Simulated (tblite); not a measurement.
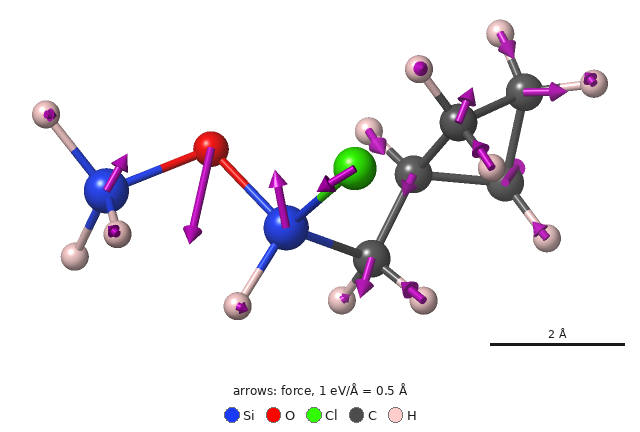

Starting geometry of C5H13ClOSi2 with the computed forces as purple arrows. The picture is a ball-and-stick view, seen from a free direction.

These are results of GFN2-xTB geometry optimisation, gas phase in tblite 0.8.0, not measurements. 

### Is this structure relaxed? If not, where do the atoms go?

It isn't relaxed: the largest force vector, on the O atom, is 3.36 eV/Å. The final displacements have little in common with the starting forces (cosine between the two patterns 0.28). After 212 geometry steps the energy has fallen by 1.716 eV. The largest move after the best rigid fit is that of an H atom, 2.17 Å. Largest moves by element: H 2.17 Å, O 1.44 Å, Si 0.99 Å, Cl 0.91 Å, C 0.60 Å. Among the contacts that change: Si–Si 2.745 → 3.182 Å, O–Si 1.749 → 1.627 Å, O–Si 1.731 → 1.615 Å, Cl–Si 2.097 → 2.009 Å. Bond angles that change, for instance: Si–O–Si 104.1° → 157.9°, H–C–H 115.4° → 108.7°, C–C–H 114.6° → 108.3°. Groups turn about O–Si by about 180°, O–Si by about 170°.
